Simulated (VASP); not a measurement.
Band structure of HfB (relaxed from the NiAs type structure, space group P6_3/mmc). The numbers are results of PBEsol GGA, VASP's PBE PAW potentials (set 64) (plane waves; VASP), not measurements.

Unless said otherwise, spin-orbit coupling is left out, though it shifts the bands of the heavy elements here.

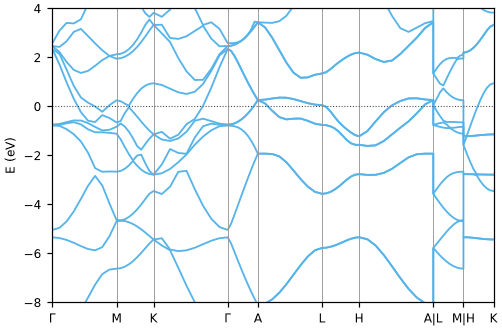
Figure: Bands along high-symmetry lines, zero at the valence-band maximum or, without a gap, the Fermi level

Read the plot: is there a gap, and where are the band edges?

It has no gap at this level: it comes out as a metal or semimetal. (Edges off the drawn lines would not show.)

The structure was generated: HfB was put into the NiAs type type (P6_3/mmc), which need not be its known phase. It was relaxed first, which changed the volume by -32 %.
